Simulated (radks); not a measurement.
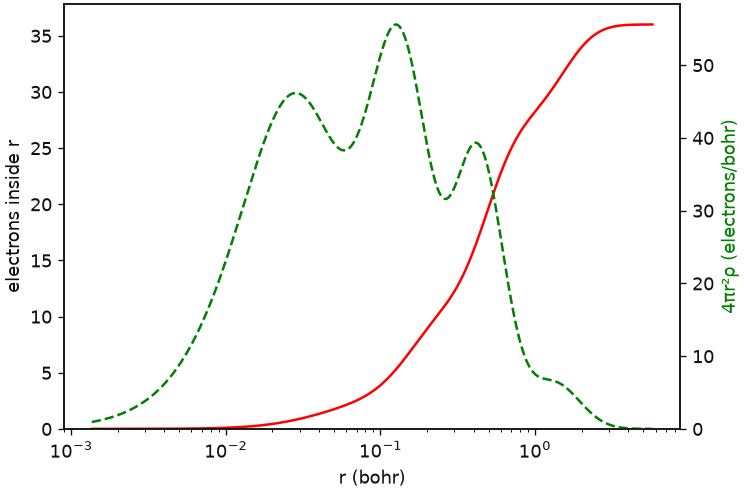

The Rb⁺ ion in the configuration [Kr]. Theory: scalar-relativistic Kohn-Sham, PBEsol, spin-polarised, spherical densities, point nucleus (computed with the in-house radial solver radks).

```
Z 37
configuration [Kr]
relativity scalar-relativistic
functional pbe_sol,pbe_sol
spin polarised
nucleus point
c 137.035999084
```

The run was one of a batch (task.json lists them), launched with:
```bash
python run_ks.py task.json out
```

The plot shows the number of electrons inside radius r (solid) and the radial density 4πr²ρ (dashed).

**Describe it and give its main numbers.**

The count levels off at 36 electrons. Half of them lie within 0.454 bohr, 90 % within 1.64 bohr and 99 % within 2.89 bohr. The radial density has minima at 0.0580 and 0.263 bohr, where the count stands at 2.1 and 11.0; these part the shells that the density resolves.
